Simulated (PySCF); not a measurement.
# One shape, several levels: C2H5F (SMILES CCF)

We compute a comparison of 6 runs (HF/3-21G, B3LYP/6-31G*, PBE0/def2-SVP, BLYP/def2-TZVP, PBE/cc-pVTZ, r2SCAN/pcseg-2) of C2H5F. Input form: a Python script.

Program for the calculation: PySCF 2.14.0.

## 1. The molecule

C2H5F: 8 atoms, total charge 0, spin state singlet. SMILES: `CCF`. Geometry: relaxed at PBE0-D4/def2-TZVP.

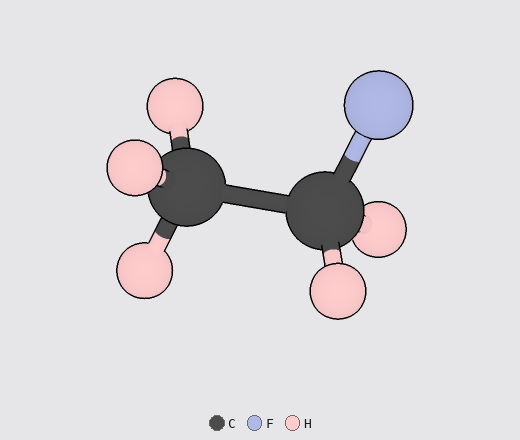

Viewed from a chosen angle; carbon dark grey, fluorine light blue, hydrogen pink.

## 2. Energy and forces at HF/3-21G (run 1)

calc.py

```python
import pyscf.grad
from pyscf import gto, scf

mol = gto.Mole()
mol.atom = '''
C     -0.431700     0.566900    -0.264600
C      0.378400    -0.599100     0.230500
F      1.663300    -0.186400     0.546500
H     -1.443900     0.237400    -0.512600
H      0.018600     0.998500    -1.160400
H     -0.500300     1.343000     0.499800
H      0.464000    -1.381500    -0.529800
H     -0.056300    -1.036000     1.134800
'''
mol.basis = '3-21g'
mol.verbose = 4
mol.max_memory = 1860
mol.build()

hf = scf.RHF(mol)
hf.conv_tol = 1e-10
hf.kernel()
if not hf.converged:
    hf = hf.newton().run(hf.mo_coeff, hf.mo_occ)

etot = hf.e_tot
print(f'total energy: {etot:.8f} hartree')
grad = hf.Gradients().kernel()
hf.analyze()
```

Command:

```bash
$ OMP_NUM_THREADS=1 python calc.py
```

What it wrote:

```text
PySCF version 2.14.0

[... 74 lines left out ...]
Total Energy =                        -177.107827367380310
[... 7 lines left out ...]
MO #1   energy= -26.1186385526654  occ= 2
[... 5 lines left out ...]
MO #7   energy= -0.691986827847997 occ= 2
[... 5 lines left out ...]
MO #13  energy= -0.484055690091371 occ= 2
[... 5 lines left out ...]
MO #19  energy= 0.395067698912037  occ= 0
[... 5 lines left out ...]
MO #25  energy= 1.05077730532682   occ= 0
[... 5 lines left out ...]
MO #31  energy= 1.39600685755068   occ= 0
[... 5 lines left out ...]
MO #37  energy= 4.03490813069014   occ= 0
[... 48 lines left out ...]
Dipole moment(X, Y, Z, Debye): -2.08272, -0.47957, -0.55149
```

It took 2 s on 1 thread of Intel Xeon at 2.50GHz (Skylake/Cascade Lake), shared host; peak memory 0.12 GiB.

## 3. Energy and forces at B3LYP/6-31G(d) (Cartesian functions) (run 2)

input.py

```python
import pyscf.grad
from pyscf import gto, dft

system = gto.M(
    atom='''
C     -0.431700     0.566900    -0.264600
C      0.378400    -0.599100     0.230500
F      1.663300    -0.186400     0.546500
H     -1.443900     0.237400    -0.512600
H      0.018600     0.998500    -1.160400
H     -0.500300     1.343000     0.499800
H      0.464000    -1.381500    -0.529800
H     -0.056300    -1.036000     1.134800
''',
    spin=0,
    max_memory=1860,
    verbose=4,
    cart=True,
    basis='6-31g*',
)

ks = dft.RKS(system)
ks.xc = 'b3lyp'
ks.conv_tol = 1e-10
ks.grids.level = 5
ks.kernel()
if not ks.converged:
    ks = ks.newton().run(ks.mo_coeff, ks.mo_occ)

e_tot = ks.e_tot
print('E = %.10f Eh' % e_tot)
grad = ks.Gradients().kernel()
ks.analyze()
```

Command:

```bash
$ OMP_NUM_THREADS=1 python input.py
```

What it wrote:

```text
PySCF version 2.14.0

[... 94 lines left out ...]
Two-electron Coulomb Energy =          167.211847424811765
[... 9 lines left out ...]
MO #7   energy= -0.489563589922122 occ= 2
[... 7 lines left out ...]
MO #15  energy= 0.128104880446161  occ= 0
[... 7 lines left out ...]
MO #23  energy= 0.547453775591607  occ= 0
[... 7 lines left out ...]
MO #31  energy= 0.937785531829486  occ= 0
[... 7 lines left out ...]
MO #39  energy= 1.7883423896632    occ= 0
[... 7 lines left out ...]
MO #47  energy= 2.23378142619202   occ= 0
[... 7 lines left out ...]
MO #55  energy= 4.3944711681456    occ= 0
[... 66 lines left out ...]
Dipole moment(X, Y, Z, Debye): -1.61228, -0.32332, -0.43686
```

Run time: 22 s. Hardware: 1 thread of Intel Xeon at 2.50GHz (Skylake/Cascade Lake), shared host; peak memory 0.56 GiB.

Run 3 isn't shown in full; the table further down has it.

## 4. Energy and gradient at BLYP/def2-TZVP (run 4)

run.py

```python
import pyscf.grad
from pyscf import gto, dft

mol = gto.M(
    atom='''
C   -0.431700   0.566900  -0.264600
C    0.378400  -0.599100   0.230500
F    1.663300  -0.186400   0.546500
H   -1.443900   0.237400  -0.512600
H    0.018600   0.998500  -1.160400
H   -0.500300   1.343000   0.499800
H    0.464000  -1.381500  -0.529800
H   -0.056300  -1.036000   1.134800
''',
    spin=0,
    basis='def2-tzvp',
    verbose=4,
    charge=0,
    max_memory=1860,
)

ks = dft.RKS(mol)
ks.xc = 'blyp'
ks.grids.level = 5
ks.conv_tol = 1e-10
ks.kernel()
if not ks.converged:
    ks = ks.newton().run(ks.mo_coeff, ks.mo_occ)

energy = ks.e_tot
print('E = %.10f Eh' % energy)
grad = ks.Gradients().kernel()
dip = ks.dip_moment()
pop, q = ks.mulliken_pop()
```

Command:

```bash
$ OMP_NUM_THREADS=1 python run.py
```

What it wrote:

```text
PySCF version 2.14.0

[... 78 lines left out ...]
converged SCF energy = -179.079076069047
[... 13 lines left out ...]
Dipole moment(X, Y, Z, Debye): -1.69333, -0.33531, -0.45970
[... 132 lines left out ...]
charge of    7H =      0.07799
```

Wall time 72 s (1 thread of Intel Xeon at 2.50GHz (Skylake/Cascade Lake), shared host); peak memory 1.3 GiB.

Run 5 isn't shown in full; the table further down has it.

## 5. Energy and forces at r2SCAN/pcseg-2 (run 6)

geometry.xyz

```xyz
8

C     -0.431700     0.566900    -0.264600
C      0.378400    -0.599100     0.230500
F      1.663300    -0.186400     0.546500
H     -1.443900     0.237400    -0.512600
H      0.018600     0.998500    -1.160400
H     -0.500300     1.343000     0.499800
H      0.464000    -1.381500    -0.529800
H     -0.056300    -1.036000     1.134800
```

job.py

```python
from pyscf import gto, dft

system = gto.Mole()
system.atom = 'geometry.xyz'
system.max_memory = 1860
system.verbose = 4
system.basis = 'pcseg-2'
system.build()

ks = dft.RKS(system, xc='r2scan')
ks.grids.level = 5
ks.conv_tol = 1e-10
ks.kernel()
if not ks.converged:
    ks = ks.newton().run(ks.mo_coeff, ks.mo_occ)

e_tot = ks.e_tot
print('E = %.10f Eh' % e_tot)
grad = ks.nuc_grad_method().kernel()
ks.analyze()
```

Command:

```bash
$ OMP_NUM_THREADS=1 python job.py
```

What it wrote:

```text
PySCF version 2.14.0

[... 97 lines left out ...]
DFT Exchange-Correlation Energy =      -23.104429833139388
[... 21 lines left out ...]
MO #20  energy= 0.159607812771096  occ= 0
[... 19 lines left out ...]
MO #40  energy= 0.849224218294156  occ= 0
[... 19 lines left out ...]
MO #60  energy= 1.6701538823446    occ= 0
[... 19 lines left out ...]
MO #80  energy= 2.95785826941595   occ= 0
[... 19 lines left out ...]
MO #100 energy= 4.01002423321603   occ= 0
[... 19 lines left out ...]
MO #120 energy= 4.73201527489305   occ= 0
[... 19 lines left out ...]
MO #140 energy= 5.79519136923471   occ= 0
[... 19 lines left out ...]
MO #160 energy= 8.28696101300577   occ= 0
[... 171 lines left out ...]
Dipole moment(X, Y, Z, Debye): -1.79861, -0.35386, -0.48876
```

Run time: 3.1 min. Hardware: 1 thread of Intel Xeon at 2.50GHz (Skylake/Cascade Lake), shared host; peak memory 2 GiB.

## 6. The series

| run | level | Cartesian functions | integration grid | energy (Eh) | dipole moment (D) | HOMO energy (eV) | LUMO energy (eV) | wall time |
| --- | --- | --- | --- | --- | --- | --- | --- | --- |
| 1 | HF/3-21G | no | – | -177.107827 | 2.21 | -13.17 | 7.39 | 2 s |
| 2 | B3LYP/6-31G* (Cartesian functions) | yes | 5 | -179.056207 | 1.70 | -8.73 | 2.79 | 22 s |
| 3 | PBE0/def2-SVP | no | 5 | -178.728208 | 1.84 | -9.17 | 2.07 | 32 s |
| 4 | BLYP/def2-TZVP | no | 5 | -179.079076 | 1.79 | -7.61 | 0.58 | 72 s |
| 5 | PBE/cc-pVTZ | no | 5 | -178.916196 | 1.69 | -7.56 | 0.62 | 1.9 min |
| 6 | r2SCAN/pcseg-2 | no | 5 | -179.039768 | 1.90 | -8.06 | 0.98 | 3.1 min |

## 7. Outcome

| quantity | value |
| --- | --- |
| run 6: total energy | -179.03977 Eh |
| run 6: dipole moment | 1.90 D |
| run 6: HOMO energy | -8.06 eV |
| run 6: LUMO energy | 0.98 eV |
| run 6: HOMO–LUMO gap | 9.04 eV |
| run 6: largest force on an atom | 0.385 eV/Å |

The dipole moment (its size) runs from 1.69 D (PBE/cc-pVTZ) to 2.21 D (HF/3-21G). The two ends differ in method and basis. The HOMO–LUMO gap runs from 8.17 eV (PBE/cc-pVTZ) to 20.56 eV (HF/3-21G). Totals of different functionals can't be ranked against each other. All runs together took 7.1 min, the longest 3.1 min.
